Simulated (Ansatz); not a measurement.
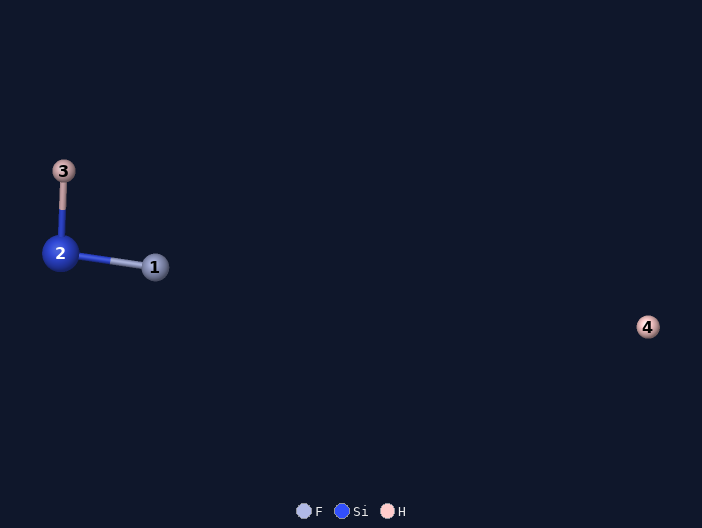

The atoms are numbered. Charge −1, singlet. Computed geometry: PBE-D4/def2-SVPD optimisation. No frequency run is at hand to confirm it as a minimum.

**How are the neighbours of atom 2 arranged?**

Si2 has 2 neighbours (F1 at 1.72, H3 at 1.57 Å); the arrangement is bent.
